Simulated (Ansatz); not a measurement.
# Nb5Si3: pressure series

Take Nb$_{5}$Si$_{3}$ (space group I4/mcm, No. 140; a = 6.549 Å, c = 11.806 Å) as the base.

Cell and atoms are relaxed at each pressure.

Level of theory: PBEsol (Ansatz, an electronic-structure program; PAW; 420 eV plane waves; without spin-orbit coupling).

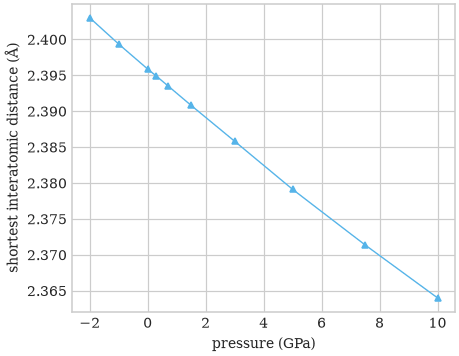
Shortest interatomic distance against pressure

**Question.** From the plot, what is the shortest interatomic distance for pressure 5 GPa?

**Answer.** About 2.379 Å.

**Question.** Is the trend monotonic over the range shown?

**Answer.** Yes, it falls throughout, spanning 2.364 Å to 2.403 Å.

Load acts through the strain it causes; cell and atoms are relaxed under it. Stability against distortions was not tested. Competing high-pressure phases were not computed. All final runs are without spin polarisation.
